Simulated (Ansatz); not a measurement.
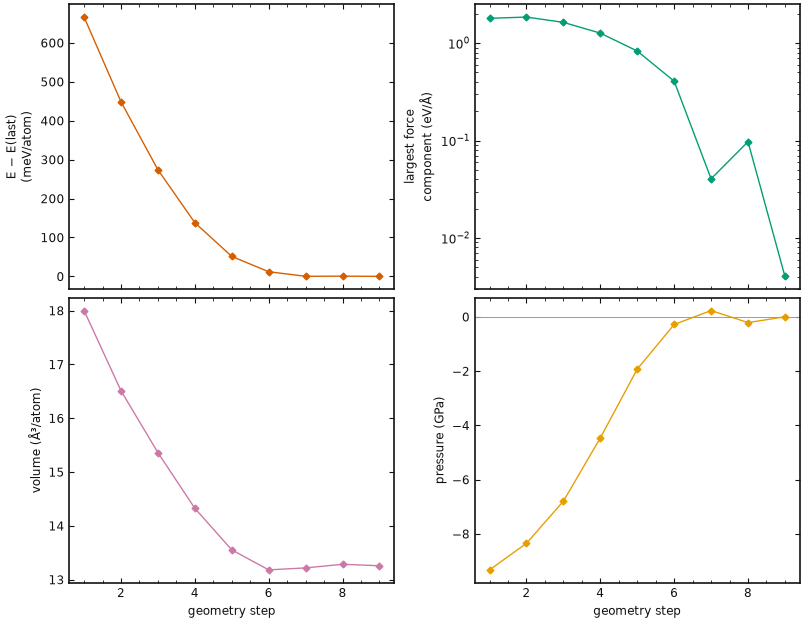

History of a geometry optimisation. Atoms and cell relax. A closing SCF on a freshly chosen basis isn't drawn.

```
crystal:
  lattice:
    - [3.70595208, 0.0, 0.0]
    - [-1.85297604, 3.20944865, 0.0]
    - [0.0, 0.0, 9.08061152]
  atoms:
    - { symbol: Sc, position: [0.0, 0.0, 0.0] }
    - { symbol: H, position: [0.33333333, 0.66666667, 0.17323813] }
    - { symbol: H, position: [0.66666667, 0.33333333, 0.82676187] }
    - { symbol: H, position: [0.0, 0.0, 0.5] }
    - { symbol: Br, position: [0.33333333, 0.66666667, 0.66380775] }
    - { symbol: Br, position: [0.66666667, 0.33333333, 0.33619225] }
basis:
  ecutwfc: 420
kpoints:
  mp_grid: { grid: [6, 6, 2] }
hamiltonian:
  xc: pbe
scf:
  occupations: { method: gaussian, width: 0.1 }
  lower_state_search: "off"
output:
  forces: true
  stress: true
  eigenvalues: true
relax:
  adjacent_minimum: "off"
  f_tol: 0.04
  max_steps: 70
  cell: { stress_tol: 0.4 }
```

Command:
```bash
ansatz run input.yaml --threads 1 --pin off --max-ram 2048MiB --backend cpu --events-out ev --progress --plain --runs-dir out
```

### How did it end, and what did it gain?

The optimisation met its thresholds at geometry 9, counting the start as the first. The energy fell by about 670 meV/atom from the first step to the last. Step 8 went uphill and was rejected by the line search. The largest force component goes from about 1.8 eV/Å at the start to 4 × 10⁻³ eV/Å at the end.

### What happens to the cell?

The volume shrinks from 18.0 to 13.3 Å³ per atom (−26 %), as the pressure goes from −9.3 GPa to about 0 GPa. The start was expanded.

### By which step was nine tenths of the energy gained?

By step 5 of 9.
